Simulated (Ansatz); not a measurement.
System: a (100) slab cut from CeO₂ (Fm-3m), unrelaxed, of composition Ce₂O₅ (not the bulk's), ended by O planes, 14 atoms in the cell.

```
O Ce
1.0
     3.86372    0.00000    0.00000
     0.00000    3.86372    0.00000
     0.00000    0.00000   25.92826
O Ce
10 4
Direct
  0.50000 0.00000 0.28926
  0.00000 0.50000 0.28926
  0.00000 0.50000 0.39463
  0.50000 0.00000 0.39463
  0.50000 0.00000 0.50000
  0.00000 0.50000 0.50000
  0.00000 0.50000 0.60537
  0.50000 0.00000 0.60537
  0.50000 0.00000 0.71074
  0.00000 0.50000 0.71074
  0.50000 0.50000 0.34194
  0.00000 0.00000 0.44731
  0.50000 0.50000 0.55269
  0.00000 0.00000 0.65806
```

Ansatz; DFT PBE, scalar-relativistic, plane waves, PAW, no spin polarisation, 7×7×1 k mesh, 420 eV cutoff, Gaussian smearing of 0.05 eV.

What does the potential across the slab give for the work function?

The work function is 9.28 eV, the same on both faces. The two vacuum levels agree, so the slab has no net dipole along its normal. The outermost atoms are 10.9 Å apart, which leaves 15.0 Å of vacuum in a cell 25.9 Å high.

The atoms aren't at rest in this cell (largest force 1.4 eV/Å), so the relaxed material can differ.

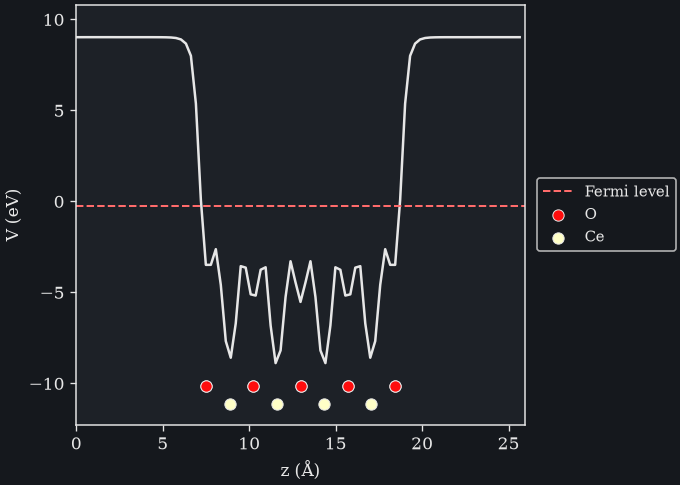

Plane-averaged electrostatic potential energy of an electron across the slab; circles at the bottom mark the heights of the atoms.
